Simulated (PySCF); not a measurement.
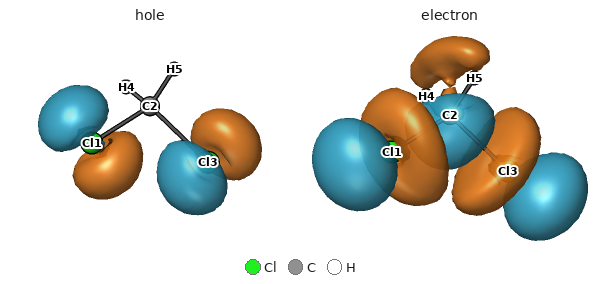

*CH₂Cl₂, SMILES `ClCCl`. Leading natural transition orbital pair of S₂ (TDA singlet states); the surfaces enclose about 70 % of each orbital's density.*

Level of theory: PBE0/def2-TZVP (PySCF), at a geometry from GFN2-xTB. No frequency check shows the geometry to be a minimum. GFN2-xTB bond lengths at metals and heavier atoms can be off by up to 0.1 Å and shapes distorted, which carries into these values. Without diffuse functions Rydberg states are missing, so the states' numbers hold for this basis only.

Question: Where does the state lie, and where do hole and electron sit?

Answer: 7.26 eV (171 nm), f = 0.029, partly diffuse acceptor orbital, which a basis without diffuse functions describes poorly; the leading pair carries 92 %; hole on Cl1 and Cl3 (48 % each), electron on Cl1 and Cl3 (30 % each), C2 (29 %) and H4 and H5 (5 % each) (atom shares of so diffuse an orbital are rough); their centroids lie 0.3 Å apart. In canonical orbitals it is mainly HOMO−1 → LUMO (92 %). The HOMO–LUMO gap is 8.68 eV.

Run time: 72 s on 1 thread of Intel(R) Xeon(R) Platinum 8259CL CPU @ 2.50GHz (Skylake/Cascade Lake), with other jobs on the host, peak memory 0.57 GiB.
